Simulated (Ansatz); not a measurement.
# ClGeH···HF: what the fields show

```xyz
5

Ge   -0.8957    0.4068    0.4015
H     1.2141   -0.6314    0.5774
F     1.2849    0.2431    1.0136
H    -0.3794    1.1303   -0.9532
Cl   -0.2236   -1.6955   -0.3313
```

Method: RKS PBE/def2-SVP (Ansatz 0.2.0).

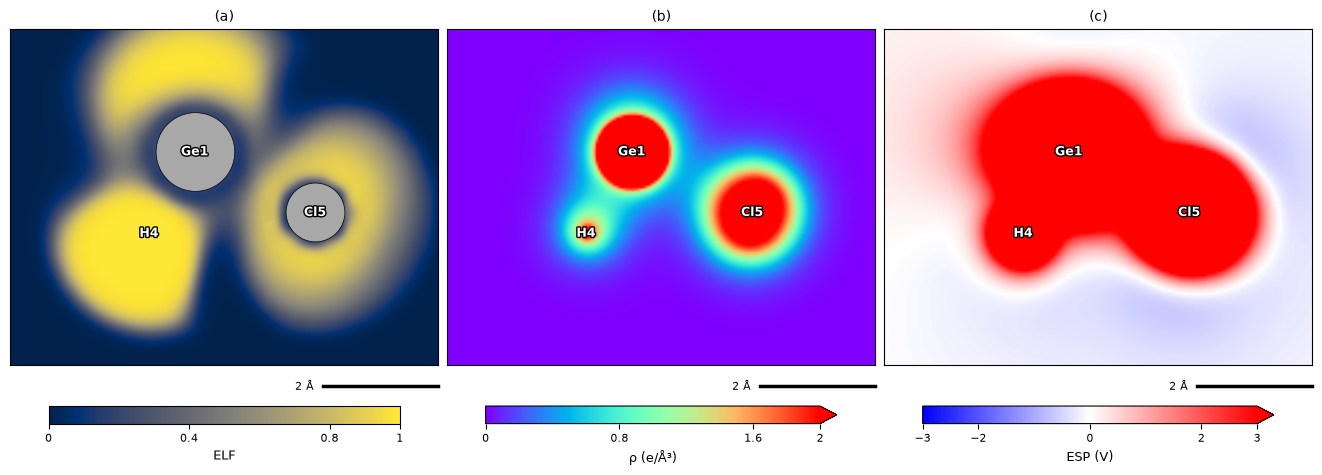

Figure 1. (a) electron localisation function; (b) total electron density; (c) molecular electrostatic potential on the plane of atoms H4, Ge1 and Cl5. Grey discs cover the atomic cores in the ELF map.

Q: What do the fields say about this system?

A:
- Atoms in the plane: Ge, H and Cl.
- Ge–Cl (2.33 Å): ρ at the midpoint is about 0.52 e/Å³; the ELF peaks at about 0.85 in the valence shell of Cl, 0.9 Å from its nucleus, and is about 0.55 at the midpoint.
- Ge–H (1.62 Å): the density is about 0.9 e/Å³ at the midpoint; the ELF climbs to about 1 towards the hydrogen.
- The ELF also peaks beside Cl5, away from the bonds: lone-pair regions.
- Outside the dense part of the complex the potential is most negative (−0.6 V) near Cl5.

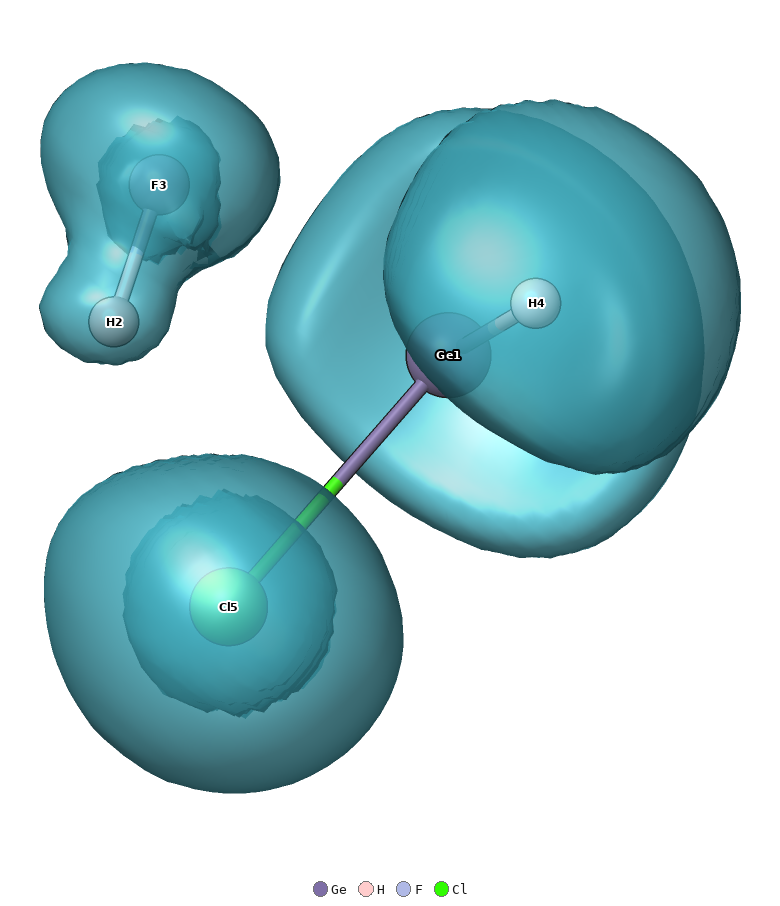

Figure 2. Isosurface of the electron localisation function at 0.75 (cyan), seen across its widest extent. Core shells and regions of very low density are left out.

Q: Identify the bonds, lone pairs and shells in this picture.

A: The surface consists of one region around a hydrogen nucleus, one lobe on Ge, pointing away from the bonds (lone pairs), one region wrapped around Cl (its valence shell) and one joined region spread over several atoms (F, H), in which their bonds and any lone pairs are merged. Profiles from the grid: Ge1···F3 (2.27 Å): the ELF peaks at about 0.85 in the valence shell of F, 0.6 Å from its nucleus, and is about 0.15 at the midpoint.

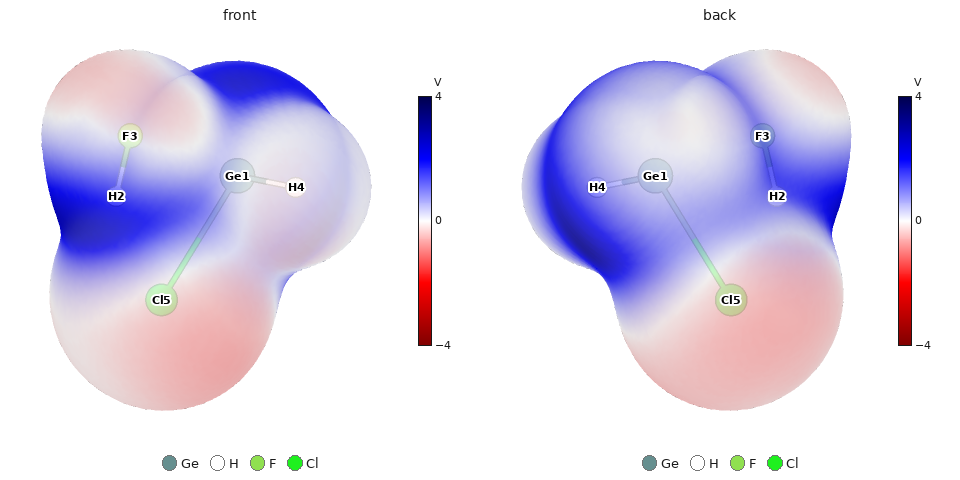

Figure 3. The molecular electrostatic potential painted on the density surface at 0.004 e/bohr³, seen from the front and from behind; the colour scale runs from red (negative) to blue (positive).

Q: Where is the surface potential most negative and most positive?

A: The most negative region (about −0.7 V, or −16 kcal/mol for a unit charge) lies over Cl5, the most positive (about +3.0 V, or +69 kcal/mol for a unit charge) over Ge1.
